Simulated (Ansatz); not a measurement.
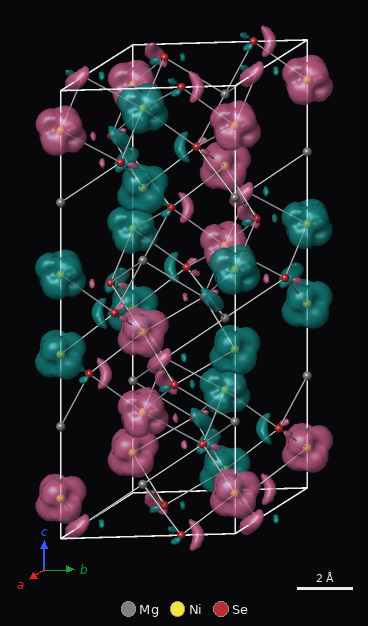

*MgNi2Se3. Isosurfaces of the magnetisation density (up minus down) at +0.015 (teal) and −0.015 e/Å³ (pink), seen slightly off an axis. Sticks mark near contacts.*

Space group R-3c; a structure generated by program, which may or may not match a known phase; the program warned that this state isn't the lowest known; spin-polarised.

Method: Ansatz, DFT PBE, scalar-relativistic, plane waves, PAW.

The density is the valence pseudo-density of a PAW calculation; it isn't the true density close to the nuclei.

```
CELL_PARAMETERS angstrom
6.47415 0.00000 0.00000
-3.23708 5.60678 0.00000
0.00000 0.00000 17.27953
ATOMIC_POSITIONS crystal
Mg 0.66667 0.33333 0.08333
Mg 0.33333 0.66667 0.41667
Mg 0.00000 0.00000 0.75000
Mg 0.00000 0.00000 0.25000
Mg 0.66667 0.33333 0.58333
Mg 0.33333 0.66667 0.91667
Ni 0.00000 0.00000 0.08900
Ni 0.66667 0.33333 0.42233
Ni 0.33333 0.66667 0.75567
Ni 0.66667 0.33333 0.24433
Ni 0.33333 0.66667 0.57767
Ni 0.00000 0.00000 0.91100
Ni 0.33333 0.66667 0.07767
Ni 0.00000 0.00000 0.41100
Ni 0.66667 0.33333 0.74434
Ni 0.33333 0.66667 0.25566
Ni 0.00000 0.00000 0.58900
Ni 0.66667 0.33333 0.92233
Se 0.02480 0.35813 0.16667
Se 0.69146 0.69146 0.50000
Se 0.35813 0.02480 0.83333
Se 0.64187 0.66667 0.16667
Se 0.30854 0.00000 0.50000
Se 0.97520 0.33333 0.83333
Se 0.33333 0.97520 0.16667
Se 0.00000 0.30854 0.50000
Se 0.66667 0.64187 0.83333
Se 0.69146 0.00000 0.00000
Se 0.35813 0.33333 0.33333
Se 0.02480 0.66667 0.66667
Se 0.30854 0.30854 0.00000
Se 0.97520 0.64187 0.33333
Se 0.64187 0.97520 0.66667
Se 0.00000 0.69146 0.00000
Se 0.66667 0.02480 0.33333
Se 0.33333 0.35813 0.66667
```

Where is the spin, and how is it ordered?

The spin density sits on Ni: +0.6 μB (×6) and −0.6 μB (×6) in one cell of 36 atoms: antiferromagnetic in this solution, which needn't be the ground state, with nearest magnetic neighbours parallel and the sign changing further off. The cell of the calculation (12 atoms) carries 0.0 μB of net spin moment.
